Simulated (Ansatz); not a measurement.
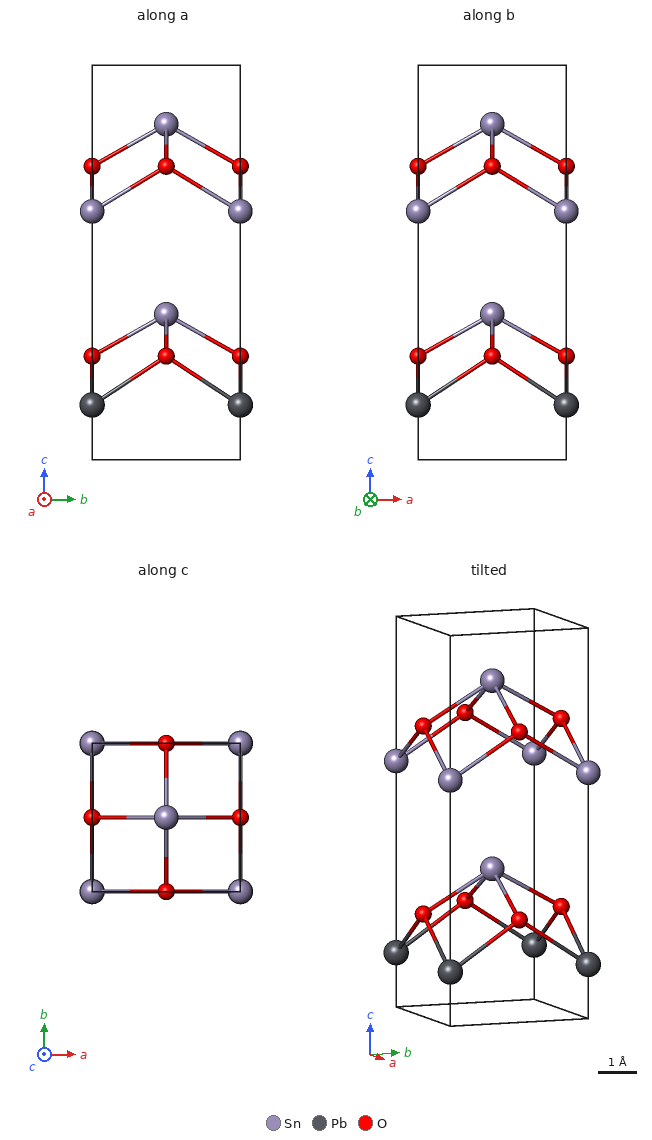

Ball-and-stick representation of a periodic structure, projected along the a axis, along the b axis, along the c axis and slightly off an axis. The parallelepiped is the conventional unit cell.

Lattice parameters: a = 3.9069 Å, b = 3.9069 Å, c = 10.3957 Å, α = 90.000°, β = 90.000°, γ = 90.000°.

Q: Record the structure as a CIF in P1 with every atom of the cell, with free fractional coordinates to two decimals.

A:
```cif
data_structure
_symmetry_space_group_name_H-M 'P 1'
_symmetry_Int_Tables_number 1
_cell_length_a 3.9069
_cell_length_b 3.9069
_cell_length_c 10.3957
_cell_angle_alpha 90.000
_cell_angle_beta 90.000
_cell_angle_gamma 90.000
_cell_volume 158.68
loop_
_atom_site_label
_atom_site_type_symbol
_atom_site_fract_x
_atom_site_fract_y
_atom_site_fract_z
_atom_site_occupancy
Sn1 Sn 0.50 0.50 0.85 1
Sn2 Sn 0.50 0.50 0.37 1
Sn3 Sn 0.00 0.00 0.63 1
Pb1 Pb 0.00 0.00 0.14 1
O1 O 0.50 0.00 0.26 1
O2 O 0.00 0.50 0.74 1
O3 O 0.50 0.00 0.74 1
O4 O 0.00 0.50 0.26 1
```

Starting structure: a structure type filled with these elements by a generator (whether the compound takes this form wasn't checked). Earlier steps of the study, as a rule a relaxation of our own, may have changed the cell and positions, so they can lie some per cent off the listed ones. A calculation with Ansatz used it as input.
